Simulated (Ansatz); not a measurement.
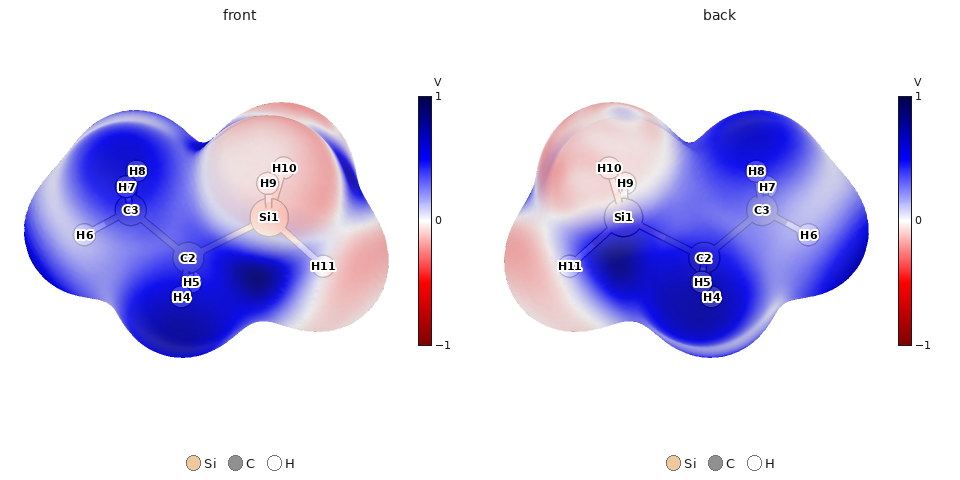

Figure 1: C2H8Si (SiEtH3). The molecular electrostatic potential painted on the density surface at 0.002 e/bohr³, seen from the front and from behind; red is negative and blue positive.

Geometry: r2SCAN-D4/def2-TZVP.

All numbers below come from RKS PBE0-D4/def2-TZVP (Ansatz).

Input file:

```
crystal:
  periodic: [false, false, false]
  atoms:
    - {symbol: Si, position_ang: [-0.310888, -0.427291, -1.370712]}
    - {symbol: C, position_ang: [-0.284417, -0.419253, 0.506466]}
    - {symbol: C, position_ang: [0.524862, 0.741128, 1.094372]}
    - {symbol: H, position_ang: [0.119992, -1.377800, 0.850447]}
    - {symbol: H, position_ang: [-1.319376, -0.382343, 0.864861]}
    - {symbol: H, position_ang: [0.514845, 0.725230, 2.187452]}
    - {symbol: H, position_ang: [1.569001, 0.698395, 0.773506]}
    - {symbol: H, position_ang: [0.125000, 1.707437, 0.775505]}
    - {symbol: H, position_ang: [1.078077, -0.469531, -1.904362]}
    - {symbol: H, position_ang: [-0.962660, 0.808831, -1.883417]}
    - {symbol: H, position_ang: [-1.054427, -1.604804, -1.894118]}
basis:
  gaussian: {orbitals: def2-TZVP, initial_orbitals: start.molden}
hamiltonian: {xc: pbe0, dispersion: d4}
scf: {omitted_lower_state_checks: [starts]}
output: {orbitals: {seedname: orbitals}}
```

Launched as:

```sh
ansatz run in.yaml --threads 4 --pin off --events-out ev --progress --plain --max-ram 3916MiB
```

Describe the electrostatic potential map.

The most negative region (about −0.2 V) lies over H9, H10 and H11, the most positive (about +0.8 V, or +18 kcal/mol for a unit charge) over Si1.
